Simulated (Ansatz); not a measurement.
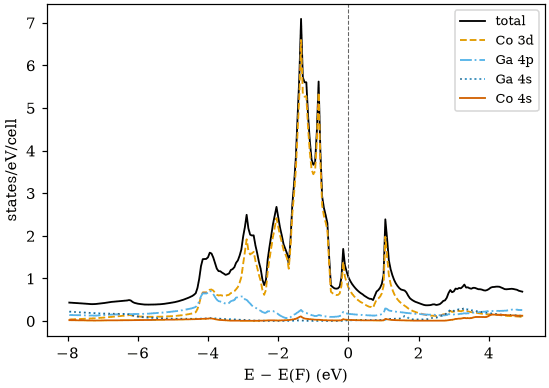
Figure: Total and projected density of states of GaCo (CsCl type, space group No. 221), r²SCAN in the plane-wave PAW code Ansatz

### Question
Which orbitals carry the states next to the Fermi level?

### Answer
Within 0.5 eV of the Fermi level: Co 3d 76 %, Ga 4p 17 %. Projections are on Löwdin-orthogonalised atomic valence shells; empty p or d shells of many metals are not among them.

### Question
Where is the tallest occupied peak in this window, and what makes it?

### Answer
Near -1.3 eV, about 7.1 states/eV per cell; the largest projected share is Co 3d.

Space group Pm-3m (CsCl type). Symmetry was held in the r²SCAN relaxation. Spin order of the final state: ferromagnetic, the only order run, not a proven ground state. The cell computed holds one magnetic atom, so no antiferromagnetic order was within reach. Other orbital occupations within this spin state were not tried. Scalar-relativistic: spin–orbit coupling is off unless named, which matters more the heavier the elements.

Potentials: the earlier of the program's two PAW sets.
